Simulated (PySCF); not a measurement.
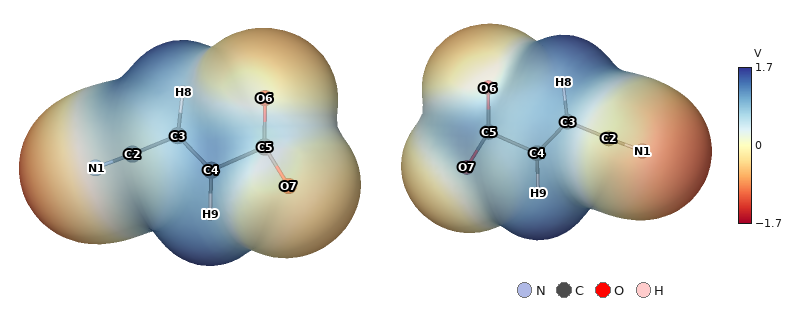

*C4H2NO2, doublet, SMILES `N#C/C=C/C([O])=O`. Electrostatic potential on the surface of electron density 0.001 a.u. (back view left, front view right).*

Method: B3LYP/6-31+G*; geometry: GFN2-xTB; program: PySCF. No frequency check shows the geometry to be a minimum. The stability of the open-shell solution wasn't checked. GFN2-xTB doesn't know the spin state, so this open-shell geometry is rough.

Coordinates in Å:

```
N1      -3.3596    0.2389    0.0000
C2      -2.2508   -0.0402    0.0000
C3      -0.8879   -0.4221    0.0000
C4       0.0697    0.4795    0.0000
C5       1.6727   -0.0106    0.0000
O6       1.7326   -1.2061    0.0000
O7       2.3427    0.9840    0.0000
H8      -0.6929   -1.4878    0.0000
H9      -0.0143    1.5516    0.0000
```

**Where are the extremes of the potential on the surface?**

Highest: 1.61 V, 1.3 Å from H9. Further maxima include 1.27 V, off the molecular plane, over C5 (1.8 Å), and at like points elsewhere. Lowest: −1.23 V, 1.9 Å from N1. Further minima include −0.57 V, 1.7 Å from O7; −0.56 V, 1.7 Å from O6. The surface is sampled at points, so like sites can differ by a few per cent and only the strongest of them is named.

**What volume does the surface enclose, and what is the dipole moment?**

About 114 Å³; the dipole moment is 0.7 D.

The PySCF run took 38 s on 1 thread of Arm Neoverse V2 (shared host), peak memory 0.53 GiB.
